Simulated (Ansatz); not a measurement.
# Br₂F₂Ga₂H₂: single points with varied inputs

How do the results and run time of Br₂F₂Ga₂H₂ respond when the settings are drawn wide?

The runs use Ansatz 0.2.0, Gaussian basis; the settings change from run to run.

## 1. The molecule

An earlier PBE0-D4 in a triple-zeta def2 set relaxation fixed the geometry.

SMILES `[F][Ga@H-]1[Br+][Ga@H-]([F])[Br+]1`, 8 atoms, charge 0, spin multiplicity 1.

Atoms are counted from 1 here; the program's logs count them from 0.

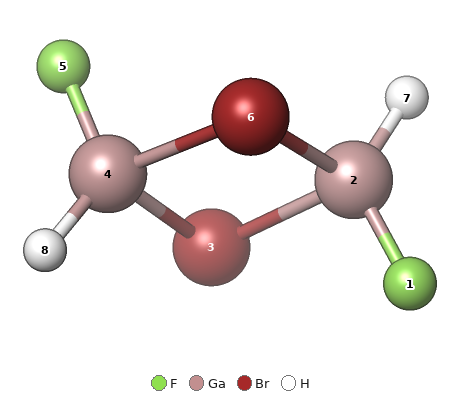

The geometry (fluorine green, gallium pink, bromine red, hydrogen white); atoms are numbered from 1 in the order of the file.

## 2. PBE-QIDH/cc-pVTZ

in.yaml reads:

```yaml
crystal:
  periodic: [false, false, false]
  atoms:
    - {symbol: F, position_ang: [2.007743, -0.982795, 1.800175]}
    - {symbol: Ga, position_ang: [1.638481, -0.373854, 0.202962]}
    - {symbol: Br, position_ang: [-0.333389, -1.703504, -0.492984]}
    - {symbol: Ga, position_ang: [-1.646476, 0.376883, -0.207241]}
    - {symbol: F, position_ang: [-1.843028, 0.965623, -1.842754]}
    - {symbol: Br, position_ang: [0.293471, 1.660654, 0.643380]}
    - {symbol: H, position_ang: [2.660792, -0.179798, -0.935001]}
    - {symbol: H, position_ang: [-2.777594, 0.236793, 0.831463]}
basis:
  gaussian: {orbitals: cc-pVTZ}
hamiltonian: {xc: {name: PBE-QIDH}}
```

Started as:

```bash
$ ansatz run in.yaml --threads 4 --pin off --events-out ev --progress --plain --max-ram 10444MiB
```

Log:

```text
Functional definition: PBE-QIDH
  name "PBE-QIDH"
  cite "Brémond, Sancho-García, Pérez-Jiménez & Adamo, J. Chem. Phys. 141, 031101 (2014) doi:10.1063/1.4890314"
  cite "Perdew, Burke & Ernzerhof, Phys. Rev. Lett. 77, 3865 (1996) doi:10.1103/PhysRevLett.77.3865"
  parameter a = 3^(-1/3)
  parameter c = 1/3
  exchange = (1 - a)*pbe_x + a*exact_x
  correlation = (1 - c)*pbe_c + c*(mp2_os + mp2_ss)
1682 factors; integrals over basis functions are off by at most 1.2e-3 eV
mean field evaluation 1: about -250237.5682 eV, gradient 4.9e1 eV
mean field evaluation 2: about -250237.7144 eV, gradient 4.9e1 eV
mean field evaluation 4: about -250241.7646 eV, gradient 1.7e0 eV
mean field evaluation 8: about -250241.7871 eV, gradient 1.7e-1 eV
mean field evaluation 16: about -250241.7872 eV, gradient 9.1e-5 eV
mean field -250241.78715450 eV, -9196.2160579524 hartree, gradient 2.4e-6 eV, S^2 0.000000; 0 other end points of the search recorded, 0 dependent functions left out
38 core orbitals not correlated: weight in the atoms' cores, before any rotation towards them, 1.000 or more for the frozen orbitals, at most 0.000 for the correlated occupied ones
reference -250241.78716983 eV, -9196.2160585157 hartree; 38, 38 occupied and 184, 184 virtual orbitals, 1682 factors
second order -39.24776970 eV of doubles, -0.00000000 eV of singles
Total energy: -250254.86975973 eV, -9196.6968348269 hartree
```

It took 13 s on 4 threads of Arm Neoverse V2, shared host; peak memory 1 GiB.

## 3. B3LYP/aug-cc-pVDZ

This run has the search for lower states set to light.

in.yaml: that of step 2 with these lines changed.

```diff
@@ -12,3 +12,5 @@
 basis:
-  gaussian: {orbitals: cc-pVTZ}
-hamiltonian: {xc: {name: PBE-QIDH}}
+  gaussian: {orbitals: aug-cc-pVDZ}
+hamiltonian: {xc: {name: B3LYP}}
+scf: {lower_state_search: light}
+output: {forces: true}
```

Launched as before.

Log, cut to the lines that bear on the results:

```text
Functional definition: B3LYP
  name "B3LYP"
  cite "Stephens, Devlin, Chabalowski & Frisch, J. Phys. Chem. 98, 11623 (1994) doi:10.1021/j100096a001"
  cite "Becke, Phys. Rev. A 38, 3098 (1988) doi:10.1103/PhysRevA.38.3098"
  cite "Lee, Yang & Parr, Phys. Rev. B 37, 785 (1988) doi:10.1103/PhysRevB.37.785"
  cite "Vosko, Wilk & Nusair, Can. J. Phys. 58, 1200 (1980) doi:10.1139/p80-159"
[...]
2189 factors; integrals over basis functions are off by at most 2.7e-4 eV
[...]
mean field -250322.62280986 eV, -9199.1867134946 hartree, gradient 6.1e-5 eV, S^2 0.000000; 0 other end points of the search recorded, 0 dependent functions left out
[...]
reference -250322.62316067 eV, -9199.1867263864 hartree; 76, 76 occupied and 132, 132 virtual orbitals, 2189 factors
Total energy: -250322.62316067 eV, -9199.1867263864 hartree
Atom 0 at     2.007743    -0.982795     1.800175 Å, force     0.151131    -0.220925     0.571743 eV/Å
Atom 1 at     1.638481    -0.373854     0.202962 Å, force     0.348272     0.104783    -0.498875 eV/Å
Atom 2 at    -0.333389    -1.703504    -0.492984 Å, force    -0.092767    -0.480374    -0.138691 eV/Å
Atom 3 at    -1.646476     0.376883    -0.207241 Å, force    -0.399397    -0.084802     0.474134 eV/Å
Atom 4 at    -1.843028     0.965623    -1.842754 Å, force    -0.090610     0.215049    -0.585982 eV/Å
Atom 5 at     0.293471     1.660654     0.643380 Å, force     0.083806     0.464850     0.180730 eV/Å
Atom 6 at     2.660792    -0.179798    -0.935001 Å, force     0.034085     0.000387    -0.019500 eV/Å
Atom 7 at    -2.777594     0.236793     0.831463 Å, force    -0.034520     0.001032     0.016441 eV/Å
Dipole moment:    -0.041263     0.004487     0.009756 e Å
```

Run time: 11 s. Hardware: 4 threads of Arm Neoverse V2, shared host; peak memory 1.1 GiB.

Largest force 0.631 eV/Å, dipole 0.20 D.

## 4. PBE-QIDH/cc-pVTZ-DK

Options: atoms shaken by 0.08 Å, a point charge of -1.00 e beside it.

in.yaml reads:

```yaml
crystal:
  periodic: [false, false, false]
  atoms:
    - {symbol: F, position_ang: [2.124708, -0.861254, 1.934928]}
    - {symbol: Ga, position_ang: [1.644496, -0.502386, 0.397825]}
    - {symbol: Br, position_ang: [-0.236003, -1.798037, -0.421386]}
    - {symbol: Ga, position_ang: [-1.831636, 0.436349, -0.162318]}
    - {symbol: F, position_ang: [-2.015252, 1.003313, -1.888654]}
    - {symbol: Br, position_ang: [0.451243, 1.588867, 0.687902]}
    - {symbol: H, position_ang: [2.559462, -0.254303, -0.817964]}
    - {symbol: H, position_ang: [-2.823201, 0.188490, 0.843380]}
basis:
  gaussian: {orbitals: cc-pVTZ-DK, point_charges: [{charge: -1.00, position_ang: [7.510, -0.320, 0.078]}]}
hamiltonian: {xc: {name: PBE-QIDH}}
output: {forces: true}
```

Launched as before.

Log, cut to the lines that bear on the results:

```text
Functional definition: PBE-QIDH
  name "PBE-QIDH"
  cite "Brémond, Sancho-García, Pérez-Jiménez & Adamo, J. Chem. Phys. 141, 031101 (2014) doi:10.1063/1.4890314"
  cite "Perdew, Burke & Ernzerhof, Phys. Rev. Lett. 77, 3865 (1996) doi:10.1103/PhysRevLett.77.3865"
[...]
1678 factors; integrals over basis functions are off by at most 1.1e-3 eV
[...]
mean field -253019.53722495 eV, -9298.2964902147 hartree, gradient 5.6e-6 eV, S^2 0.000000; 0 other end points of the search recorded, 0 dependent functions left out
38 core orbitals not correlated: weight in the atoms' cores, before any rotation towards them, 1.000 or more for the frozen orbitals, at most 0.000 for the correlated occupied ones
reference -253019.53724075 eV, -9298.2964907955 hartree; 38, 38 occupied and 184, 184 virtual orbitals, 1678 factors
second order -39.63414220 eV of doubles, -0.00000000 eV of singles
[...]
Total energy: -253032.74862148 eV, -9298.7820000824 hartree
Relativity: scalar
Atom 0 at     2.124708    -0.861254     1.934928 Å, force     0.471587    -0.863975     2.719752 eV/Å
Atom 1 at     1.644496    -0.502386     0.397825 Å, force     0.252245     0.825645    -3.233749 eV/Å
Atom 2 at    -0.236003    -1.798037    -0.421386 Å, force    -0.968126     0.664846     0.204848 eV/Å
Atom 3 at    -1.831636     0.436349    -0.162318 Å, force     3.063085     0.515747    -3.104656 eV/Å
Atom 4 at    -2.015252     1.003313    -1.888654 Å, force     0.169157    -0.702428     2.275126 eV/Å
Atom 5 at     0.451243     1.588867     0.687902 Å, force    -1.645737    -0.040442    -0.269571 eV/Å
Atom 6 at     2.559462    -0.254303    -0.817964 Å, force    -0.143274    -0.195609     0.243122 eV/Å
Atom 7 at    -2.823201     0.188490     0.843380 Å, force    -1.178117    -0.206475     1.177838 eV/Å
Dipole moment:    -0.164271    -0.004108     0.166721 e Å
```

Wall time 30 s (4 threads of Arm Neoverse V2, shared host); peak memory 1.3 GiB.

Largest force 4.392 eV/Å, dipole 1.12 D.

## 5. B2PLYP/aug-cc-pVDZ

Options: multiplicity 3.

in.yaml reads:

```yaml
crystal:
  periodic: [false, false, false]
  atoms:
    - {symbol: F, position_ang: [2.007743, -0.982795, 1.800175]}
    - {symbol: Ga, position_ang: [1.638481, -0.373854, 0.202962]}
    - {symbol: Br, position_ang: [-0.333389, -1.703504, -0.492984]}
    - {symbol: Ga, position_ang: [-1.646476, 0.376883, -0.207241]}
    - {symbol: F, position_ang: [-1.843028, 0.965623, -1.842754]}
    - {symbol: Br, position_ang: [0.293471, 1.660654, 0.643380]}
    - {symbol: H, position_ang: [2.660792, -0.179798, -0.935001]}
    - {symbol: H, position_ang: [-2.777594, 0.236793, 0.831463]}
basis:
  gaussian: {orbitals: aug-cc-pVDZ}
magnetization: {spin_polarized: true, initial_magnetization: 2}
hamiltonian: {xc: {name: B2PLYP}}
output: {forces: true}
```

Launched as before.

Log, cut to the lines that bear on the results:

```text
Functional definition: B2PLYP
  name "B2PLYP"
  cite "Grimme, J. Chem. Phys. 124, 034108 (2006) doi:10.1063/1.2148954"
  cite "Becke, Phys. Rev. A 38, 3098 (1988) doi:10.1103/PhysRevA.38.3098"
  cite "Lee, Yang & Parr, Phys. Rev. B 37, 785 (1988) doi:10.1103/PhysRevB.37.785"
[...]
2189 factors; integrals over basis functions are off by at most 2.7e-4 eV
[...]
mean field -250255.06559898 eV, -9196.7040317865 hartree, gradient 5.5e-6 eV, S^2 2.014228; 6 other end points of the search recorded, 0 dependent functions left out
38 core orbitals not correlated: weight in the atoms' cores, before any rotation towards them, 1.000 or more for the frozen orbitals, at most 0.000 for the correlated occupied ones
reference -250255.06583180 eV, -9196.7040403424 hartree; 39, 37 occupied and 131, 133 virtual orbitals, 2189 factors
second order -30.65581887 eV of doubles, -0.00000000 eV of singles
[...]
Total energy: -250263.34290289 eV, -9197.0082170948 hartree
Atom 0 at     2.007743    -0.982795     1.800175 Å, force     1.039992    -0.626323     1.278341 eV/Å
Atom 1 at     1.638481    -0.373854     0.202962 Å, force    -0.963503    -0.254006     1.285371 eV/Å
Atom 2 at    -0.333389    -1.703504    -0.492984 Å, force    -1.455992    -1.561647    -0.782853 eV/Å
Atom 3 at    -1.646476     0.376883    -0.207241 Å, force     0.097838    -0.054325     0.108750 eV/Å
Atom 4 at    -1.843028     0.965623    -1.842754 Å, force    -0.154426     0.187666    -0.469342 eV/Å
Atom 5 at     0.293471     1.660654     0.643380 Å, force    -0.778114     2.089692     0.450454 eV/Å
Atom 6 at     2.660792    -0.179798    -0.935001 Å, force     2.287982     0.255494    -2.020900 eV/Å
Atom 7 at    -2.777594     0.236793     0.831463 Å, force    -0.073778    -0.036551     0.150178 eV/Å
Dipole moment:    -0.017095    -0.000628     0.012230 e Å
```

Run time: 2.2 min. Hardware: 4 threads of Arm Neoverse V2, shared host; peak memory 2 GiB.

Largest force 3.063 eV/Å, dipole 0.10 D, ⟨S²⟩ 2.014.

## 6. RPA/def2-TZVPP

Options: the search for lower states set to off.

in.yaml: that of step 5 with these lines changed.

```diff
@@ -12,5 +12,5 @@
 basis:
-  gaussian: {orbitals: aug-cc-pVDZ}
-magnetization: {spin_polarized: true, initial_magnetization: 2}
-hamiltonian: {xc: {name: B2PLYP}}
-output: {forces: true}
+  gaussian: {orbitals: def2-TZVPP}
+hamiltonian: {xc: {name: HF}}
+correlation: {method: rpa}
+scf: {lower_state_search: off}
```

Same command.

Log, cut to the lines that bear on the results:

```text
Functional definition: HF
  name "HF"
  cite "Fock, Z. Phys. 61, 126 (1930) doi:10.1007/BF01340294"
  parent pbe
[...]
1872 factors; integrals over basis functions are off by at most 8.9e-4 eV
[...]
mean field -250118.72827214 eV, -9191.6937274380 hartree, gradient 4.2e-6 eV, S^2 0.000000; 0 other end points of the search recorded, 0 dependent functions left out
38 core orbitals not correlated: weight in the atoms' cores, before any rotation towards them, 1.000 or more for the frozen orbitals, at most 0.000 for the correlated occupied ones
reference -250118.72827214 eV, -9191.6937274380 hartree; 38, 38 occupied and 206, 206 virtual orbitals, 1872 factors
Total energy: -250163.87991881 eV, -9193.3530198481 hartree
Checks for a lower state left out: stability, starts, cluster_reference, orbital_swaps, neighbouring_geometries, increment
```

Run time: 8 s. Hardware: 4 threads of Arm Neoverse V2, shared host; peak memory 1 GiB.

## 7. PBEsol/aug-cc-pVDZ

in.yaml: that of step 6 with these lines changed.

```diff
@@ -12,5 +12,4 @@
 basis:
-  gaussian: {orbitals: def2-TZVPP}
-hamiltonian: {xc: {name: HF}}
-correlation: {method: rpa}
-scf: {lower_state_search: off}
+  gaussian: {orbitals: aug-cc-pVDZ}
+hamiltonian: {xc: {name: PBEsol}}
+output: {forces: true}
```

Launched as before.

Log, cut to the lines that bear on the results:

```text
Functional definition: PBEsol
  name "PBEsol"
  cite "Perdew et al., Phys. Rev. Lett. 100, 136406 (2008) doi:10.1103/PhysRevLett.100.136406"
  cite "Perdew, Burke & Ernzerhof, Phys. Rev. Lett. 77, 3865 (1996) doi:10.1103/PhysRevLett.77.3865"
  parent pbesol
[...]
2266 factors; their error is unknown
[...]
mean field -250091.39538341 eV, -9190.6892623042 hartree, gradient 1.0e-5 eV, S^2 0.000000; 0 other end points of the search recorded, 0 dependent functions left out
[...]
reference -250091.39545917 eV, -9190.6892650883 hartree; 76, 76 occupied and 132, 132 virtual orbitals, 2266 factors
Total energy: -250091.39545917 eV, -9190.6892650883 hartree
Atom 0 at     2.007743    -0.982795     1.800175 Å, force     0.107405    -0.192458     0.511458 eV/Å
Atom 1 at     1.638481    -0.373854     0.202962 Å, force    -0.032258     0.151512    -0.427385 eV/Å
Atom 2 at    -0.333389    -1.703504    -0.492984 Å, force    -0.028671    -0.149096    -0.040509 eV/Å
Atom 3 at    -1.646476     0.376883    -0.207241 Å, force    -0.011891    -0.140650     0.425654 eV/Å
Atom 4 at    -1.843028     0.965623    -1.842754 Å, force    -0.054775     0.186369    -0.520927 eV/Å
Atom 5 at     0.293471     1.660654     0.643380 Å, force     0.025786     0.141000     0.057596 eV/Å
Atom 6 at     2.660792    -0.179798    -0.935001 Å, force     0.059394     0.015249    -0.077462 eV/Å
Atom 7 at    -2.777594     0.236793     0.831463 Å, force    -0.064991    -0.011925     0.071576 eV/Å
Dipole moment:    -0.039118     0.004244     0.009261 e Å
```

It took 4.7 s on 4 threads of Arm Neoverse V2, shared host.

Largest force 0.557 eV/Å, dipole 0.19 D.

## 8. RPA/6-31G

Options: coordinates scaled by 0.92.

in.yaml reads:

```yaml
crystal:
  periodic: [false, false, false]
  atoms:
    - {symbol: F, position_ang: [1.847124, -0.904172, 1.656161]}
    - {symbol: Ga, position_ang: [1.507402, -0.343946, 0.186725]}
    - {symbol: Br, position_ang: [-0.306718, -1.567224, -0.453546]}
    - {symbol: Ga, position_ang: [-1.514758, 0.346732, -0.190662]}
    - {symbol: F, position_ang: [-1.695586, 0.888373, -1.695334]}
    - {symbol: Br, position_ang: [0.269993, 1.527802, 0.591909]}
    - {symbol: H, position_ang: [2.447929, -0.165415, -0.860201]}
    - {symbol: H, position_ang: [-2.555387, 0.217850, 0.764946]}
basis:
  gaussian: {orbitals: 6-31G}
hamiltonian: {xc: {name: r2SCAN}}
correlation: {method: rpa}
```

The command is unchanged.

Log, cut to the lines that bear on the results:

```text
Functional definition: r2SCAN
  name "r2SCAN"
  cite "Furness, Kaplan, Ning, Perdew & Sun, J. Phys. Chem. Lett. 11, 8208 (2020) doi:10.1021/acs.jpclett.0c02405"
  cite "Furness, Kaplan, Ning, Perdew & Sun, J. Phys. Chem. Lett. 11, 9248 (2020) doi:10.1021/acs.jpclett.0c03077"
  parent r2scan
[...]
1263 factors; integrals over basis functions are off by at most 7.6e-4 eV
[...]
mean field -250273.86533552 eV, -9197.3949093617 hartree, gradient 1.1e-6 eV, S^2 0.000000; 0 other end points of the search recorded, 0 dependent functions left out
38 core orbitals not correlated: weight in the atoms' cores, before any rotation towards them, 1.000 or more for the frozen orbitals, at most 0.000 for the correlated occupied ones
reference -250072.70719094 eV, -9190.0024838980 hartree; 38, 38 occupied and 62, 62 virtual orbitals, 1263 factors
Total energy: -250108.09198781 eV, -9191.3028511985 hartree
```

Wall time 6.5 s (4 threads of Arm Neoverse V2, shared host).

## 9. MP2/aug-cc-pVDZ

Options: a grid of angular degree 47.

in.yaml reads:

```yaml
crystal:
  periodic: [false, false, false]
  atoms:
    - {symbol: F, position_ang: [2.007743, -0.982795, 1.800175]}
    - {symbol: Ga, position_ang: [1.638481, -0.373854, 0.202962]}
    - {symbol: Br, position_ang: [-0.333389, -1.703504, -0.492984]}
    - {symbol: Ga, position_ang: [-1.646476, 0.376883, -0.207241]}
    - {symbol: F, position_ang: [-1.843028, 0.965623, -1.842754]}
    - {symbol: Br, position_ang: [0.293471, 1.660654, 0.643380]}
    - {symbol: H, position_ang: [2.660792, -0.179798, -0.935001]}
    - {symbol: H, position_ang: [-2.777594, 0.236793, 0.831463]}
basis:
  gaussian: {orbitals: aug-cc-pVDZ, final_grid: {core_spheres: 20, valence_spheres: 16, degree: 47}}
hamiltonian: {xc: {name: HF}}
correlation: {method: mp2}
output: {forces: true}
```

Launched as before.

Log, cut to the lines that bear on the results:

```text
Functional definition: HF
  name "HF"
  cite "Fock, Z. Phys. 61, 126 (1930) doi:10.1007/BF01340294"
  parent pbe
[...]
2189 factors; integrals over basis functions are off by at most 2.7e-4 eV
[...]
mean field -250113.64769108 eV, -9191.5070195276 hartree, gradient 1.9e-6 eV, S^2 0.000000; 0 other end points of the search recorded, 0 dependent functions left out
38 core orbitals not correlated: weight in the atoms' cores, before any rotation towards them, 1.000 or more for the frozen orbitals, at most 0.000 for the correlated occupied ones
reference -250113.64769108 eV, -9191.5070195276 hartree; 38, 38 occupied and 132, 132 virtual orbitals, 2189 factors
second order -24.14801815 eV of doubles, -0.00000000 eV of singles
[...]
Total energy: -250137.79570923 eV, -9192.3944428265 hartree
Atom 0 at     2.007743    -0.982795     1.800175 Å, force     0.087501    -0.145094     0.382644 eV/Å
Atom 1 at     1.638481    -0.373854     0.202962 Å, force     0.303325     0.080606    -0.402511 eV/Å
Atom 2 at    -0.333389    -1.703504    -0.492984 Å, force    -0.058958    -0.305989    -0.086107 eV/Å
Atom 3 at    -1.646476     0.376883    -0.207241 Å, force    -0.346086    -0.062202     0.377819 eV/Å
Atom 4 at    -1.843028     0.965623    -1.842754 Å, force    -0.046367     0.141397    -0.392157 eV/Å
Atom 5 at     0.293471     1.660654     0.643380 Å, force     0.053234     0.293589     0.116553 eV/Å
Atom 6 at     2.660792    -0.179798    -0.935001 Å, force    -0.045779    -0.007744     0.048662 eV/Å
Atom 7 at    -2.777594     0.236793     0.831463 Å, force     0.053131     0.005436    -0.044902 eV/Å
Dipole moment:    -0.040732     0.003960     0.011046 e Å
```

Run time: 19 s. Hardware: 4 threads of Arm Neoverse V2, shared host; peak memory 1.2 GiB.

Largest force 0.516 eV/Å, dipole 0.20 D.

## 10. RPBE/x2c-TZVPPall

Options: charge +1, multiplicity 2, finite nuclei, a point charge of 0.50 e beside it, D3(BJ) dispersion.

in.yaml: that of step 9 with these lines changed.

```diff
@@ -12,5 +12,5 @@
 basis:
-  gaussian: {orbitals: aug-cc-pVDZ, final_grid: {core_spheres: 20, valence_spheres: 16, degree: 47}}
-hamiltonian: {xc: {name: HF}}
-correlation: {method: mp2}
-output: {forces: true}
+  gaussian: {orbitals: x2c-TZVPPall, nuclear_model: gaussian, point_charges: [{charge: 0.50, position_ang: [6.599, 0.754, -0.773]}]}
+total_charge: 1
+magnetization: {spin_polarized: true, initial_magnetization: 1}
+hamiltonian: {xc: {name: RPBE}, dispersion: d3bj}
```

Same command.

Log, cut to the lines that bear on the results:

```text
Functional definition: RPBE
  name "RPBE"
  cite "Hammer, Hansen & Nørskov, Phys. Rev. B 59, 7413 (1999) doi:10.1103/PhysRevB.59.7413"
  cite "Perdew, Burke & Ernzerhof, Phys. Rev. Lett. 77, 3865 (1996) doi:10.1103/PhysRevLett.77.3865"
[...]
1910 factors; their error is unknown
[...]
mean field -253088.59532762 eV, -9300.8343286788 hartree, gradient 2.9e-6 eV, S^2 0.753247; 10 other end points of the search recorded, 0 dependent functions left out
reference -253088.59537136 eV, -9300.8343302859 hartree; 76, 75 occupied and 206, 207 virtual orbitals, 1910 factors
Total energy: -253090.69105305 eV, -9300.9113451678 hartree
Relativity: scalar
```

Wall time 29 s (4 threads of Arm Neoverse V2, shared host); peak memory 0.78 GiB.

⟨S²⟩ 0.753.

## 11. All runs side by side

```
              level  charge  multiplicity               geometry  functions  energy (eV)     time
   PBE-QIDH/cc-pVTZ       0             1                relaxed        260  -250254.870     13 s
  B3LYP/aug-cc-pVDZ       0             1                relaxed        208  -250322.623     11 s
PBE-QIDH/cc-pVTZ-DK       0             1   shaken, point charge        260  -253032.749     30 s
 B2PLYP/aug-cc-pVDZ       0             3                relaxed        208  -250263.343  2.2 min
     RPA/def2-TZVPP       0             1                relaxed        282  -250163.880      8 s
 PBEsol/aug-cc-pVDZ       0             1                relaxed        208  -250091.395    4.7 s
          RPA/6-31G       0             1                 scaled        138  -250108.092    6.5 s
    MP2/aug-cc-pVDZ       0             1                relaxed        208  -250137.796     19 s
  RPBE/x2c-TZVPPall       1             2  relaxed, point charge        282  -253090.691     29 s
```

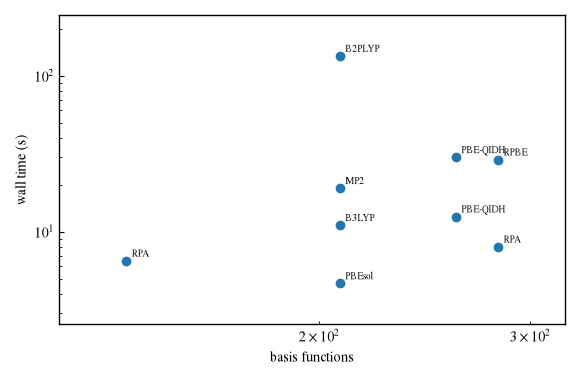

Wall time against the number of basis functions (shared host).

## 12. Outcome

| quantity | value |
| --- | --- |
| runs | 9 |
| quickest | PBEsol/aug-cc-pVDZ, 4.7 s |
| slowest | B2PLYP/aug-cc-pVDZ, 2.2 min |
| spread of total energies, same state and geometry | 231.2 eV |
| dipole, same state and geometry | 0.19 to 0.20 D |

What this shows: Run time spans a factor of 29, from PBEsol/aug-cc-pVDZ to B2PLYP/aug-cc-pVDZ. The jobs differ in tasks and options as well as level. Total energies at one charge and spin differ by 231 eV between levels, so only differences within one level mean anything. At the PBE0-D4/def2-TZVP geometry and in the same state, runs without warnings or point charges leave forces up to 0.63 eV/Å (B3LYP/aug-cc-pVDZ).
